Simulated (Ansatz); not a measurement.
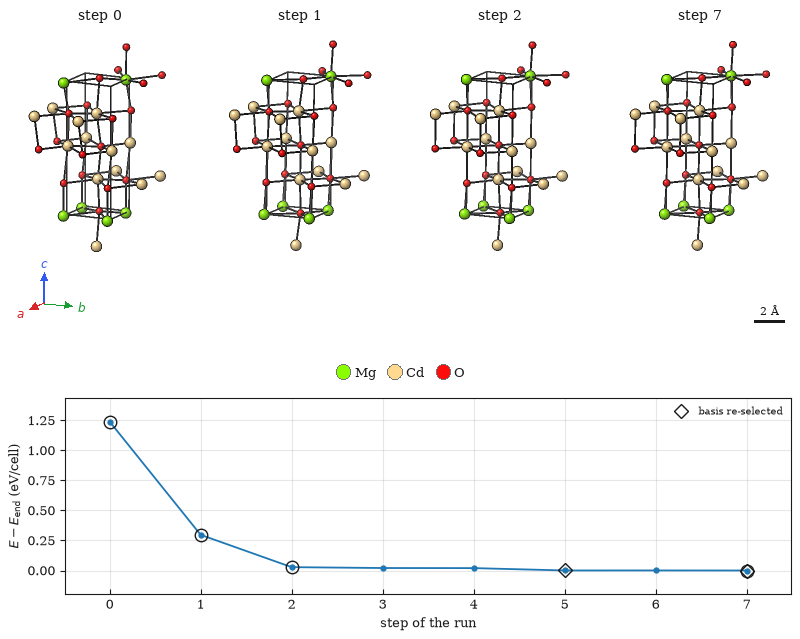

Frames of a relaxation of a crystal of MgCd$_{3}$O$_{4}$ (a generated structure, set up in P1) (coarse preliminary run), marked on the history of the run. A ball-and-stick model of the cell of the calculation, seen slightly off an axis.

Theory: DFT PBE, scalar-relativistic, plane waves, PAW (Ansatz 0.2.0).

Input file:
```yaml
crystal:
  lattice:
    - [3.2775824598, 0.0340250918, -0.0073115986]
    - [0.0340250918, 3.2534287277, -0.0553096258]
    - [-0.0206249219, -0.1560201506, 9.1786260071]
  atoms:
    - { symbol: Mg, position: [0.0538078003, -0.0518313443, -0.0119739335] }
    - { symbol: Cd, position: [0.4506615075, 0.4777774286, 0.249317583] }
    - { symbol: Cd, position: [-0.0246769915, 0.0147844767, 0.5127399464] }
    - { symbol: Cd, position: [0.5002436579, 0.470128954, 0.7456879631] }
    - { symbol: O, position: [0.0465236255, -0.0481819167, 0.233740076] }
    - { symbol: O, position: [0.4806952138, 0.5620393794, 0.4994884839] }
    - { symbol: O, position: [-0.0199199507, 0.0352739412, 0.7573034497] }
    - { symbol: O, position: [0.5126651372, 0.5400090811, 0.0136964313] }
basis:
  ecutwfc: 420
kpoints:
  mp_grid: { grid: [6, 6, 4] }
hamiltonian:
  xc: pbe
scf:
  occupations: { method: gaussian, width: 0.2 }
  lower_state_search: "off"
output:
  forces: true
  stress: true
  eigenvalues: true
relax:
  adjacent_minimum: "off"
  f_tol: 0.025
  max_steps: 60
  cell: { stress_tol: 0.25 }
```

Launched with:
```bash
ansatz run input.yaml --threads 4 --pin off --max-ram 8192MiB --backend cpu --events-out ev --progress --plain --runs-dir out
```

What happens along the run?

Answer. Over 5 accepted moves (7 points after the start) the energy falls by 1.240 eV per cell of the calculation. Largest force component: 2.3 eV/Å at the start, 0.0011 eV/Å at the end. The pressure goes from 12.01 to 0.02 GPa. The SCF was repeated twice at an unchanged geometry on a basis and grid sized afresh for the cell, which shifted the energy by 19.6 meV per cell of the calculation at most. O5 moves most relative to the cell: 0.23 Å along [−1 1 0]. By element the largest moves are O 0.23 Å, Mg 0.22 Å, Cd 0.18 Å. Cell: a 3.278 → 3.315 Å (+1.2 %), b 3.254 → 3.323 Å (+2.1 %), c 9.180 → 9.294 Å (+1.2 %), α 91.9° → 90.0°, β 90.3° → 90.0°, γ 88.8° → 90.0°. Volume +4.7 %. Some distances before and after: Cd2–O5 2.021 → 2.360 Å, Cd3–O7 2.244 → 2.487 Å, Cd4–O7 2.098 → 2.336 Å, Cd2–O5 (another image) 2.571 → 2.336 Å. Among the angles between lasting bonds that change: O7–Mg1–O8 107.6° → 91.8°, Cd2–O6–Cd4 165.6° → 179.5°, Mg1–O8–Cd2 104.9° → 92.4°. The space group (tolerance 0.01 Å) goes from P1 (No. 1) to Pmm2 (No. 25). From step 0 to 1: O8 moves most (0.20 Å), volume +5.7 %, energy −0.943 eV per cell of the calculation. From step 1 to 2: Cd2 moves most (0.14 Å), volume −1.2 %, energy −0.269 eV per cell of the calculation. From step 2 to 7: O8 moves most (0.04 Å), volume +0.2 %, energy −27.9 meV per cell of the calculation.
